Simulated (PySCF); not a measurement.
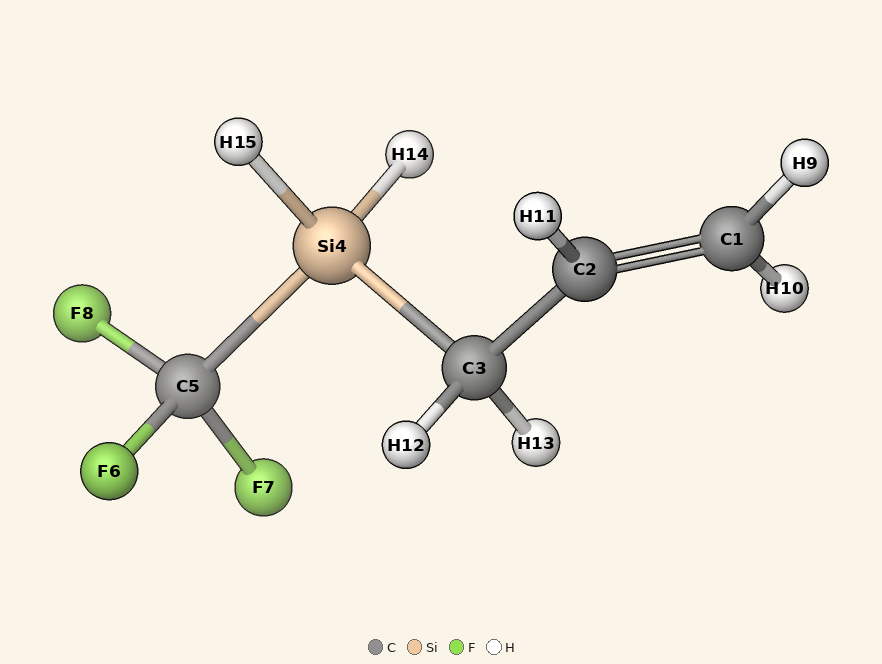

The geometry was computed by an optimisation with PBE0-D3(BJ)/def2-SVP. No frequency run is at hand to confirm it as a minimum. Method: GIAO PBE0/pcSseg-1 NMR shielding, non-relativistic, gas phase (PySCF 2.14.0), and the same with a continuum solvent (IEF-PCM, Bondi radii x 1.2, gas-phase geometry).

How do dipole (D), HOMO–LUMO gap (eV), σ(F8) (ppm), σ(F7) (ppm), σ(F6) (ppm) change in cyclohexane (ε = 2.0), benzene (ε = 2.3)?

```tsv
medium	dipole (D)	HOMO–LUMO gap (eV)	σ(F8) (ppm)	σ(F7) (ppm)	σ(F6) (ppm)
gas phase	2.19	7.35	249.2	247.7	248.9
cyclohexane	2.31	7.35	251.0	249.3	250.4
benzene	2.32	7.35	251.2	249.4	250.6
```
